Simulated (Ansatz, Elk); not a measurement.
# MgGaGeH: X-ray structure factors from the self-consistent density

Structure refinements treat a crystal as free atoms side by side. For a made-up structure of MgGaGeH (cell and positions from a r2SCAN relaxation) the runs below show what the calculated density changes in F(hkl).

Calculated with Elk 11.2.3 (patched build); DFT, PBE, all-electron APW+lo, Dirac cores, scalar-relativistic bands, static density, no spin.

The structure was built from a prototype and need not be the compound's stable phase.

## 1. The structure

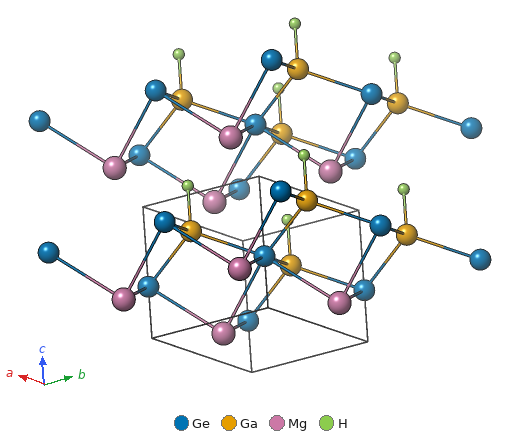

Start, viewed from a free direction; germanium blue, gallium orange, magnesium pink, hydrogen green. 2×2×2 cells are drawn. Some periodic images of atoms are drawn too.

Coordinates:

```cif
data_structure
_symmetry_space_group_name_H-M 'P3m1'
_symmetry_Int_Tables_number 156
_cell_length_a 3.9591
_cell_length_b 3.9591
_cell_length_c 4.8192
_cell_angle_alpha 90.000
_cell_angle_beta 90.000
_cell_angle_gamma 120.000
_cell_volume 65.42
loop_
_atom_site_label
_atom_site_type_symbol
_atom_site_symmetry_multiplicity
_atom_site_Wyckoff_symbol
_atom_site_fract_x
_atom_site_fract_y
_atom_site_fract_z
_atom_site_occupancy
Ge1 Ge 1 a 0.00000 0.00000 0.39228 1
Ga1 Ga 1 b 0.33333 0.66667 0.57287 1
Mg1 Mg 1 c 0.66667 0.33333 0.04511 1
H1 H 1 b 0.33333 0.66667 0.91844 1
```

## 2. Ground state and structure factors

An all-electron density is needed, since X-rays see the cores too. Task 0 finds the density and task 195 Fourier-transforms it; tshift is off so that phases refer to the origin typed.

Input file elk.in:

```
tasks
  0
  195

xctype
  20

spinpol
  .false.

rgkmax
  7.0

gmaxvr
  14.0

lmaxo
  7

lmaxapw
  8

swidth
  0.002

tshift
  .false.

ramdisk
  .false.

hmaxvr
  5.5

maxscl
  120

epspot
  1e-06

sppath
  './'

avec
  7.48158175769 -0.00000000000 0.00000000000
  -3.74079087884 6.47923986265 -0.00000000000
  0.00000000000 0.00000000000 9.10705361903

atoms
  4
  'Ge.in'
  1
  -0.0000000000 -0.0000000000 0.3922753037   0.000000 0.000000 0.000000
  'Ga.in'
  1
  0.3333333333 0.6666666667 0.5728703926   0.000000 0.000000 0.000000
  'Mg.in'
  1
  0.6666666667 0.3333333333 0.0451140139   0.000000 0.000000 0.000000
  'H.in'
  1
  0.3333333333 0.6666666667 0.9184402898   0.000000 0.000000 0.000000

ngridk
  7 7 5
```

The run is started by

```sh
$ OMP_NUM_THREADS=4 elk
```

Numbers of over 12 decimals in the logs are rounded to 6 here.

The log of the run:

```text
┌─────────────────────────┐
│ Elk code version 11.2.3 │
└─────────────────────────┘

All units are atomic (Hartree, Bohr, etc.)

┌─────────────────────────────────────────────────┐
│ Ground-state run starting from atomic densities │
└─────────────────────────────────────────────────┘

Lattice vectors :
   7.481581758      -0.000000000       0.000000000
  -3.740790879       6.479239863      -0.000000000
   0.000000000       0.000000000       9.107053619

Reciprocal lattice vectors :
  0.8398204431      0.4848705589      -0.000000000
   0.000000000      0.9697411178      -0.000000000
   0.000000000       0.000000000      0.6899251470

Unit cell volume      :    441.4640850
Brillouin zone volume :   0.5618808457

Muffin-tin inner radius fraction :   0.1000000000E-01

Nuclei treated as point charges

Species : 1 (Ge)
 parameters loaded from : Ge.in
 name : germanium
 nuclear charge    :   -32.00000000
 electronic charge :    32.00000000
 atomic mass :    132414.6196
 muffin-tin radius :    2.400000000
 number of radial points in muffin-tin :    993
 inner part over the whole radius :   0.9906635991E-02
 number on inner part of muffin-tin    :    702
 approximate nuclear radius :   0.7637961215E-04
 number of mesh points to nuclear radius :    340
 atomic positions (lattice), magnetic fields (Cartesian) :
  1 :   0.00000000  0.00000000  0.39227530    0.00000000  0.00000000  0.00000000

Species : 2 (Ga)
 parameters loaded from : Ga.in
 name : gallium
 nuclear charge    :   -31.00000000
 electronic charge :    31.00000000
 atomic mass :    127097.2539
 muffin-tin radius :    1.956078052
 number of radial points in muffin-tin :    993
 inner part over the whole radius :   0.9927593104E-02
 number on inner part of muffin-tin    :    698
 approximate nuclear radius :   0.7562051033E-04
 number of mesh points to nuclear radius :    343
 atomic positions (lattice), magnetic fields (Cartesian) :
  1 :   0.33333333  0.66666667  0.57287039    0.00000000  0.00000000  0.00000000

Species : 3 (Mg)
 parameters loaded from : Mg.in
 name : magnesium
 nuclear charge    :   -12.00000000
 electronic charge :    12.00000000
 atomic mass :    44305.30466
 muffin-tin radius :    2.200000000
 number of radial points in muffin-tin :    793
 inner part over the whole radius :   0.9941530515E-02
 number on inner part of muffin-tin    :    552
 approximate nuclear radius :   0.5710277704E-04
 number of mesh points to nuclear radius :    241
 atomic positions (lattice), magnetic fields (Cartesian) :
  1 :   0.66666667  0.33333333  0.04511401    0.00000000  0.00000000  0.00000000

Species : 4 (H)
 parameters loaded from : H.in
 name : hydrogen
 nuclear charge    :   -1.000000000
 electronic charge :    1.000000000
 atomic mass :    1837.362221
 muffin-tin radius :    1.141045531
 number of radial points in muffin-tin :    393
 inner part over the whole radius :   0.9732879163E-02
 number on inner part of muffin-tin    :    256
 approximate nuclear radius :   0.2766748019E-04
 number of mesh points to nuclear radius :     79
 atomic positions (lattice), magnetic fields (Cartesian) :
  1 :   0.33333333  0.66666667  0.91844029    0.00000000  0.00000000  0.00000000

Total number of atoms per unit cell :    4
Total muffin-tin volume :    140.0817347
 ratio of muffin-tin to unit cell volume :   0.3173117349

Spin treatment :
 spin-unpolarised

Number of Bravais lattice symmetries :   24
Number of crystal symmetries         :    6
Crystal has no inversion symmetry
Complex Hermitian eigensolver will be used

k-point grid :      7     7     5
k-point offset :    0.000000000       0.000000000       0.000000000
k-point set is reduced with full crystal symmetry group
Total number of k-points :       60

Muffin-tin radius times maximum |G+k| :    7.000000000
 using average radius
Maximum |G+k| for APW functions       :    3.637722546
Maximum (1/2)|G+k|²                   :    6.616512662
Maximum |G| for potential and density :    14.00000000
[...]
at k-point 25

Charges :
 core                        :    38.00000000
 valence                     :    38.00000000
 interstitial                :    5.517820849
 muffin-tins (core leakage)
  species : 1 (Ge)
   atom 1                    :    30.83120454     (  0.3441933760E-03)
  species : 2 (Ga)
   atom 1                    :    28.72656609     (  0.7856255614E-02)
  species : 3 (Mg)
   atom 1                    :    10.29637644     ( -0.9828258696E-07)
  species : 4 (H)
   atom 1                    :   0.6280320844     (   0.000000000    )
 total in muffin-tins        :    70.48217915
 total calculated charge     :    75.99163243
 total charge                :    76.00000000
 error                       :   0.8367565248E-02

RMS change in Kohn-Sham potential (target) :    29.31542417     (  0.1000000000E-05)
Absolute change in total energy (target)   :   0.1786704833     (  0.1000000000E-03)

[... loops 3 to 18 left out ...]

┌──────────────────┐
│ Loop number : 19 │
└──────────────────┘

Energies :
 Fermi                       :     0.188111
 sum of occupied eigenvalues :     -2430.5057880022
 electron kinetic            :      4327.2907612350
 core electron kinetic       :      3969.5595404700
 Coulomb                     :     -8399.1192660728
 Coulomb potential           :     -6533.8902836089
 nuclear-nuclear             :     -508.98721860149
 electron-nuclear            :     -9256.7659372709
 Hartree                     :      1366.6338897996
 Madelung                    :     -5132.1741242683
 xc potential                :     -223.90626562835
 exchange                    :     -168.72974901534
 correlation                 :     -3.556940
 electron entropic           :    -0.25743279947549E-03
 total energy                :     -4244.1154510755

Density of states at Fermi energy :    20.57320909
 (states/Hartree/unit cell)

Estimated indirect band gap :   0.7375870048E-03
 from k-point 26 to k-point 31
Estimated direct band gap   :   0.1215382226E-01
 at k-point 31

Charges :
 core                        :    38.00000000
 valence                     :    38.00000000
 interstitial                :    5.615651850
 muffin-tins (core leakage)
  species : 1 (Ge)
[...]
species : 2 (Ga)
[...]
species : 3 (Mg)
[...]
species : 4 (H)
   atom 1                    :   0.5644348267     (   0.000000000    )
 total in muffin-tins        :    70.38434815
 total calculated charge     :    75.99196360
 total charge                :    76.00000000
 error                       :   0.8036395057E-02

RMS change in Kohn-Sham potential (target) :   0.4975559693E-06 (  0.1000000000E-05)
Absolute change in total energy (target)   :   0.1372491170E-06 (  0.1000000000E-03)

Convergence targets achieved

┌──────────────────┐
│ Loop number : 20 │
└──────────────────┘

Energies :
 Fermi                       :     0.188111
 sum of occupied eigenvalues :     -2430.5057880908
 electron kinetic            :      4327.2907612655
 core electron kinetic       :      3969.5595404343
 Coulomb                     :     -8399.1192661873
 Coulomb potential           :     -6533.8902835708
 nuclear-nuclear             :     -508.98721860149
 electron-nuclear            :     -9256.7659375370
 Hartree                     :      1366.6338899512
 Madelung                    :     -5132.1741244019
 xc potential                :     -223.90626578553
 exchange                    :     -168.72974902410
 correlation                 :     -3.556940
 electron entropic           :    -0.25743280028637E-03
 total energy                :     -4244.1154511684

Density of states at Fermi energy :    20.57320912
 (states/Hartree/unit cell)

Estimated indirect band gap :   0.7375870044E-03
 from k-point 43 to k-point 38
Estimated direct band gap   :   0.1215382210E-01
 at k-point 38

Charges :
 core                        :    38.00000000
 valence                     :    38.00000000
 interstitial                :    5.615651850
 muffin-tins (core leakage)
  species : 1 (Ge)
   atom 1                    :    30.68708661     (  0.3398898818E-03)
  species : 2 (Ga)
   atom 1                    :    28.74386635     (  0.7551888013E-02)
  species : 3 (Mg)
   atom 1                    :    10.38896036     ( -0.9828259095E-07)
  species : 4 (H)
   atom 1                    :   0.5644348267     (   0.000000000    )
 total in muffin-tins        :    70.38434815
 total calculated charge     :    75.99196360
 total charge                :    76.00000000
 error                       :   0.8036395044E-02

┌──────────────────────────────┐
│ Self-consistent loop stopped │
└──────────────────────────────┘

Warning : core states of species 1 leak from the muffin-tin :   0.3398898818E-03

Warning : core states of species 2 leak from the muffin-tin :   0.7551888013E-02

Wrote STATE.OUT
```

Elapsed: 52 s, on 4 threads of Arm Neoverse V2, shared host; peak memory 0.16 GiB; 3.1 min of CPU time.

SFACRHO.OUT:

```text

h k l indices transformed by vhmat matrix:
   1.000000000       0.000000000       0.000000000    
   0.000000000       1.000000000       0.000000000    
   0.000000000       0.000000000       1.000000000    

      h      k      l  multipl.   |H|            Re(F)            Im(F)           |F|

      0      0      0      1   0.0000000       75.999999     -0.61360200E-16   75.999999    
      0      0     -1      1  0.68992515      -38.085709      -8.4177865       39.004876    
      0      0      1      1  0.68992515      -38.085709       8.4177865       39.004876    
      1     -1      0      3  0.96974112       9.2497867      -15.834042       18.337815    
     -1      1      0      3  0.96974112       9.2497867       15.834042       18.337815    
     -1      1      1      3   1.1901238      -1.3189484      -5.7600166       5.9090960    
      0     -1     -1      3   1.1901238      -25.948096      -48.015216       54.578060    
     -1      0      1      3   1.1901238      -25.948096       48.015216       54.578060    
      1     -1     -1      3   1.1901238      -1.3189484       5.7600166       5.9090960    
      0      0     -2      1   1.3798503       27.962660       1.0100590       27.980897    
      0      0      2      1   1.3798503       27.962660      -1.0100590       27.980897    
     -2      1      0      6   1.6796409       54.915290      0.94338957E-08   54.915290    
      1      0     -2      3   1.6865304       6.2228838       40.433046       40.909113    
     -1      0     -2      3   1.6865304      -17.019679       27.578824       32.407731    
      1      0      2      3   1.6865304      -17.019679      -27.578824       32.407731    
      1     -1      2      3   1.6865304       6.2228838      -40.433046       40.909113    
     -1      2     -1      6   1.8158167      -29.951838      -6.4545411       30.639414    
     -1      2      1      6   1.8158167      -29.951838       6.4545411       30.639414
```

Elk indexes on the primitive cell of elk.in and gives |H| = 4π sin θ/λ in inverse bohr. Below, one row stands for each form hkl of the conventional cell (m members, Friedel mates merged), F is for one primitive cell and the density is static (no thermal factor). Free-atom factors are Waasmaier and Kirfel's, and R is Σm||F|−|F'||/Σm|F|.

```
hkl   m  sin θ/λ (Å⁻¹)  abs F, DFT  neutral atoms   diff.  abs of complex diff.
001   2          0.104      39.005         38.748  +0.257                 0.263
100   6          0.146      18.338         18.048  +0.289                 0.290
101   6          0.179       5.909          6.157  -0.248                 0.250
011   6          0.179      54.578         54.612  -0.034                 0.135
002   2          0.207      27.981         28.007  -0.026                 0.124
110   6          0.253      54.915         55.205  -0.290                 0.290
012   6          0.254      40.909         41.246  -0.337                 0.381
102   6          0.254      32.408         32.740  -0.333                 0.340
111  12          0.273      30.639         31.017  -0.377                 0.378
200   6          0.292      14.484         14.686  -0.202                 0.209
201   6          0.310      44.723         45.022  -0.299                 0.308
021   6          0.310       4.953          5.103  -0.149                 0.152
003   2          0.311      10.944         11.127  -0.183                 0.185
112  12          0.327      23.129         23.254  -0.125                 0.133
013   6          0.344      35.554         35.640  -0.087                 0.087
103   6          0.344      35.609         35.786  -0.177                 0.198
202   6          0.358      35.062         35.307  -0.245                 0.249
022   6          0.358      27.935         27.983  -0.049                 0.068
```

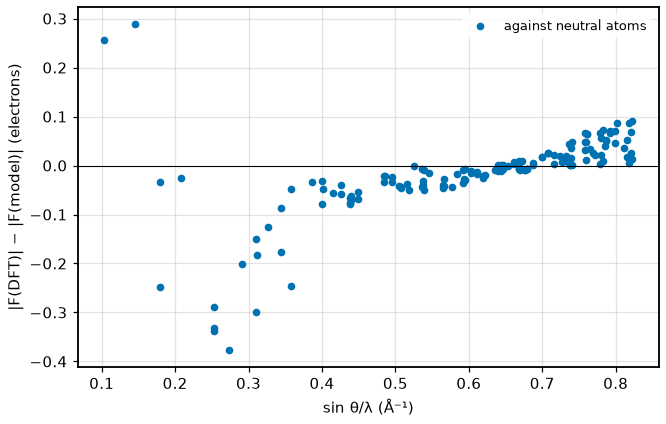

Difference between the calculated structure factors and the independent-atom ones.

## 3. The highest occupied states alone

An energy window below the Fermi level keeps the highest occupied states, to see at which angles they scatter; shallow core shells can lie inside it and anion s states outside. No new self-consistency is needed.

Changes to elk.in since step 2:

```diff
@@ -1,3 +1,2 @@
 tasks
-  0
   195
@@ -40,2 +39,5 @@
 
+wsfac
+  -0.252880 0.488110
+
 sppath
```

The run is started by

```sh
$ OMP_NUM_THREADS=4 elk
```

The log of the run:

```text
┌─────────────────────────────────┐
│ Elk code version 11.2.3 started │
└─────────────────────────────────┘

Info(readinput): the functional depends on the density's gradient
 muffin-tin radial points multiplied by    2.00000
 (not where nrmtscf is given)

┌────────────────────┐
│ Current task : 195 │
└────────────────────┘
Info(checkmt): changed muffin-tin radius of species 2 (Ga) from   2.4000 to   1.9561
Info(checkmt): changed muffin-tin radius of species 4 (H) from   1.4000 to   1.1410

Info(sfacrho): density structure factors written to SFACRHO.OUT

 Energy window :  -0.2528800000      0.4881100000

┌──────────────────┐
│ Elk code stopped │
└──────────────────┘
```

Elapsed: 6.4 s, on 4 threads; peak memory 0.17 GiB; 8.1 s of CPU time.

States within 12 eV below the Fermi level hold 10.00 electrons; any levels below the window count with the cores. Their amplitudes can exceed the total, where window and core parts have opposite phase:

```
hkl  sin θ/λ (Å⁻¹)  abs F, window  abs F, all
001          0.104          2.115      39.005
100          0.146          1.445      18.338
101          0.179          0.884       5.909
011          0.179          1.375      54.578
002          0.207          0.812      27.981
110          0.253          0.346      54.915
012          0.254          0.436      40.909
102          0.254          0.514      32.408
111          0.273          0.464      30.639
200          0.292          0.350      14.484
```

(Continued in part 2 of 2.)

[Logs are printed without paths, hosts, clocks, repeated set-up lines and the standing remarks that a program may print on its own settings, such as how far it seeks lower states.]

[Hosts, paths, dates, database ids (printed as entryN), source tags and the programs' standing remarks are cut or masked in the printed files.]
